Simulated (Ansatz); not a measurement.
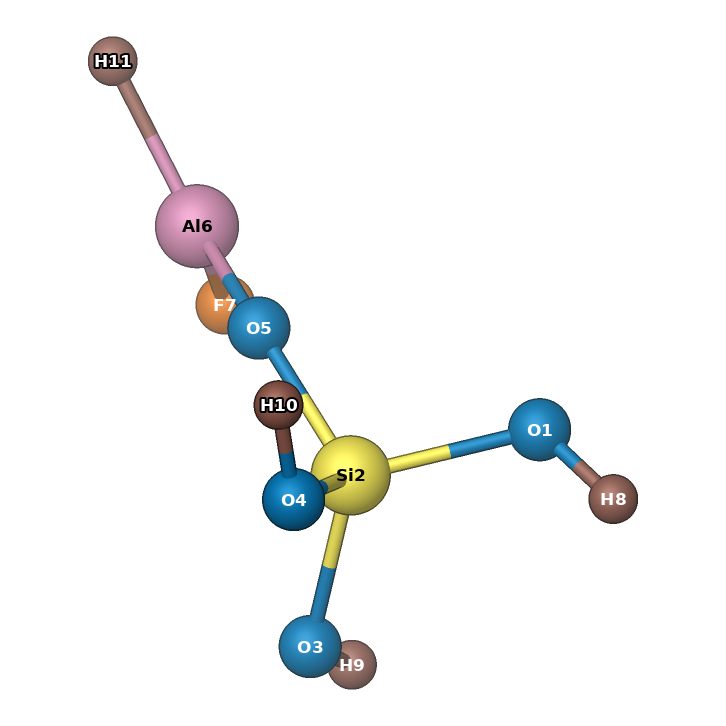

The picture comes from a calculation with Ansatz.

Si2 lies behind O4. The molecule seen a little off the O4–Si2 bond, O4 in front. Atoms fade into the background with distance from the viewer. Charge +1, doublet. Geometry: the geometry of the neutral molecule.

What is the torsion angle H10–O4–Si2–O1? The sign is positive where the front bond must turn clockwise to cover the back bond.

Answer. 76°, synclinal (gauche).
